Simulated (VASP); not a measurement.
Band structure of PbS (rock salt). All values below come from optB88-vdW, VASP's PBE PAW potentials (set 64) (plane waves; VASP).

Unless said otherwise, spin-orbit coupling is left out, though it shifts the bands of the heavy elements here.

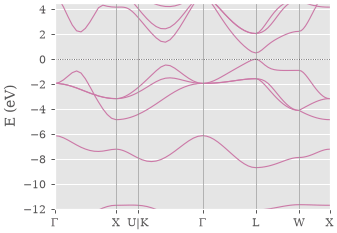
*Bands along high-symmetry lines, zero at the valence-band maximum or, without a gap, the Fermi level*

Read the plot: is there a gap, and where are the band edges?

The gap is direct, 0.50 eV, from the valence maximum at L to the conduction minimum at L. (Edges off the drawn lines would not show.)

Measured: gap 0.37 eV (computed value off by +0.13 eV), as given by Wikipedia, List of semiconductor materials.

The compound is PbS in the rock salt structure. It was relaxed first.
